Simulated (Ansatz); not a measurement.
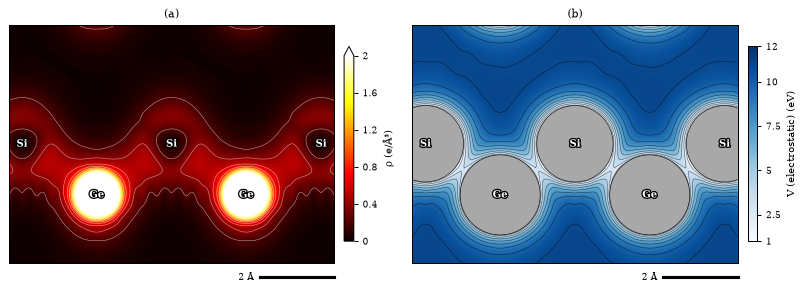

The picture shows: SiGe5. (a) valence charge density (pseudo); (b) electrostatic potential (local pseudopotential plus Hartree) felt by an electron on the (010) plane of the conventional cell. Grey discs cover the atomic cores in the potential map.

Space group Imm2; a generated structure, not necessarily the stable one.

These are results of Ansatz, DFT PBE, scalar-relativistic, plane waves, PAW, not measurements.

Core electrons are frozen (PAW), and the valence fields are smoothed inside the atomic spheres.

> Interpret the plot.

Atoms in the plane: Si and Ge. Si–Ge (2.44 Å): ρ at the midpoint is about 0.51 e/Å³. The density dies away to nearly zero in the voids. Outside the cores the potential energy rises away from the atoms and is highest about 2.4 Å from the nearest atoms; its zero is arbitrary.
